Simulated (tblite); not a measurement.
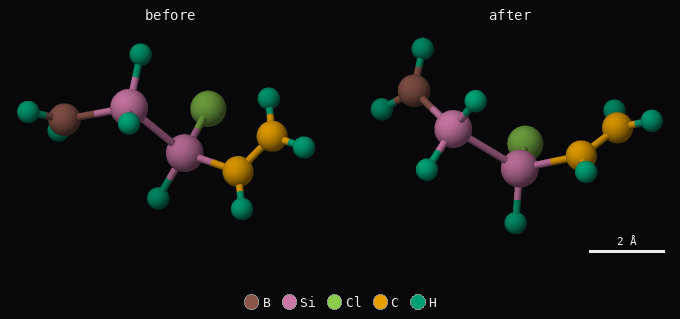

The structure of C2H8BClSi2 before (left) and after (right) a relaxation, at one scale.

The picture is a ball-and-stick view, seen from a free direction.

Method: GFN2-xTB geometry optimisation, gas phase (tblite 0.8.0). 

What changed between the two?

An H atom moves most after the best rigid fit: 2.38 Å. By element the largest moves are H 2.38 Å, Cl 1.12 Å, B 0.84 Å, Si 0.76 Å, C 0.61 Å. Near-neighbour distances that change, for instance: Si–Si 2.260 → 2.345 Å, C–Si 1.834 → 1.885 Å, Cl–Si 2.095 → 2.050 Å, C–H 1.102 → 1.080 Å. Among the angles between lasting bonds that change: Si–Si–H 105.8° → 115.9°, Cl–Si–H 113.5° → 104.0°, Si–C–C 116.2° → 125.5°. Groups turn about Si–Si by about 80°, B–Si by about 65°, C–Si by about 35°. Over 220 geometry steps the energy falls by 0.501 eV.
